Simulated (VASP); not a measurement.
Band structure of BeS (relaxed from the CsCl structure, space group Pm-3m). All values below come from r2SCAN meta-GGA, VASP's PBE PAW potentials (set 64) (plane waves; VASP).

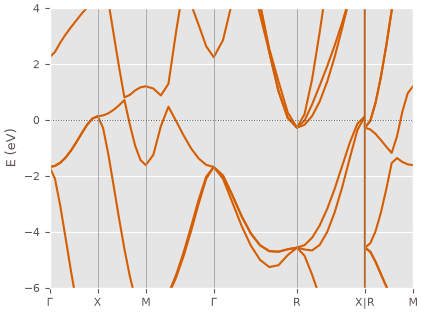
Figure: Bands along high-symmetry lines, zero at the valence-band maximum or, without a gap, the Fermi level

Read the plot: is there a gap, and where are the band edges?

It has no gap at this level: it comes out as a metal or semimetal.

The structure was generated: BeS was put into the CsCl type (Pm-3m), which need not be its known phase. It was relaxed first, which changed the volume by +34 %.
